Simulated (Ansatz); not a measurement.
System: C2H5NO2Si.

| atom | x (Å) | y (Å) | z (Å) |
| --- | --- | --- | --- |
| C | 0.6335 | -0.1819 | 1.6522 |
| C | -0.8827 | -1.4782 | -0.9532 |
| N | -2.0307 | -1.3422 | -1.0992 |
| O | 1.3267 | -0.4857 | 0.4559 |
| O | 1.7862 | -1.3627 | -2.0513 |
| Si | 0.9597 | -1.6355 | -0.6609 |
| H | -0.4492 | -0.0539 | 1.4742 |
| H | 0.7767 | -0.9721 | 2.4099 |
| H | 1.0365 | 0.7593 | 2.0534 |
| H | 1.2545 | -3.0225 | -0.2487 |
| H | 1.7050 | -0.4941 | -2.4640 |

Geometry: r2SCAN-D4/def2-SVP.

Level of theory: Ansatz, isolated molecule in a Gaussian basis; Kohn-Sham density functional theory, functional PBE0.

Question: What can the converged electron density and electron localisation function tell about the bonding?

Answer: C–N (1.17 Å): ρ is about 3.5 e/Å³ halfway; the ELF peaks at about 0.90 between the atoms (a short, multiple covalent bond).
Si–O (1.64 Å): the density is about 1.1 e/Å³ at the midpoint; the ELF peaks at about 0.85 between the atoms: a polar covalent bond.
C–Si (1.87 Å): the density is about 0.9 e/Å³ at the midpoint; the ELF peaks at about 1 between the atoms, as expected for a covalent bond.

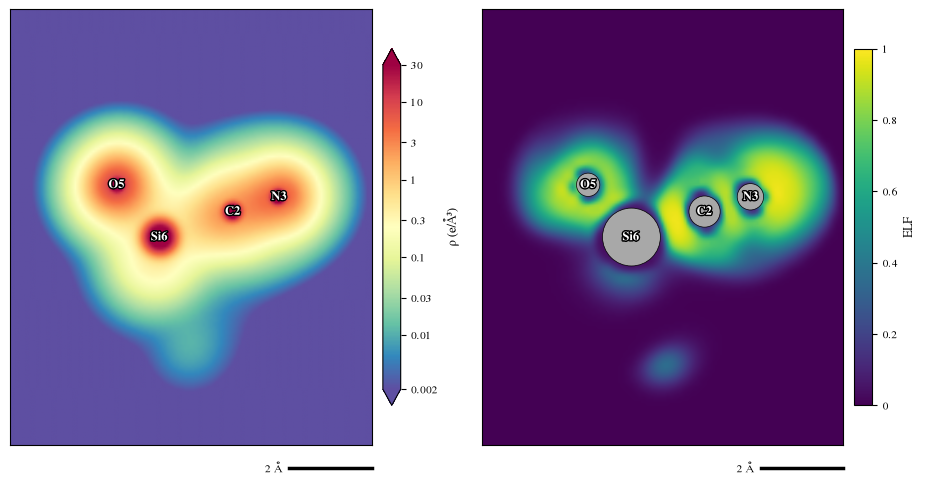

Computed electron density and electron localisation function on the plane of atoms C2, Si6 and O5, in this order. Grey discs cover the atomic cores in the ELF map. 
